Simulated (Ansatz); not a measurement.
Results of PBE0 (Ansatz, a quantum-chemistry and plane-wave program, plane waves, PAW) for cubic perovskite BaTiO3 (cubic high-temperature phase).

Numerical settings: plane-wave cutoff 460 eV, 6×6×6 k mesh, Fermi–Dirac smearing 0.01 eV, no spin polarisation, scalar-relativistic PAW data made under PBE.

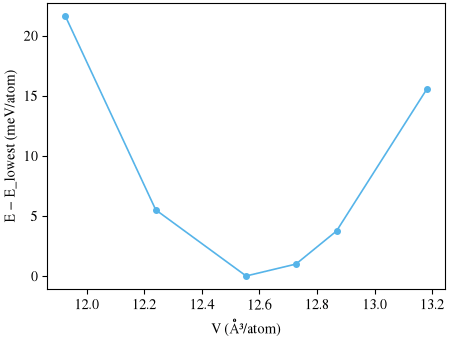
Fig. 1. Total energy against volume

Task: From the curve, estimate the equilibrium volume and the bulk modulus.

Result: V0 ≈ 12.6 Å³/atom and B0 ≈ 190 GPa; the fit gives V0 = 12.577 Å³/atom, B0 = 187 GPa, B′ = 4.5.

Measured, for comparison: bulk modulus 162 GPa (temperature not stated, no zero-point or thermal correction, our sources range from 162 to 173; as tabulated in Matsushita et al. (2011), arXiv:1104.2769). Computed (rounded) less measured: bulk modulus +15 % (+8 % to +15 % over the range).

Note: the relaxation could not lower the start's symmetry, so the cell can be a saddle point above a distorted one.

Spin–orbit coupling is not included.

Computed values are for the static lattice.

It cost about 23 core-minutes (a rough figure) of CPU time.
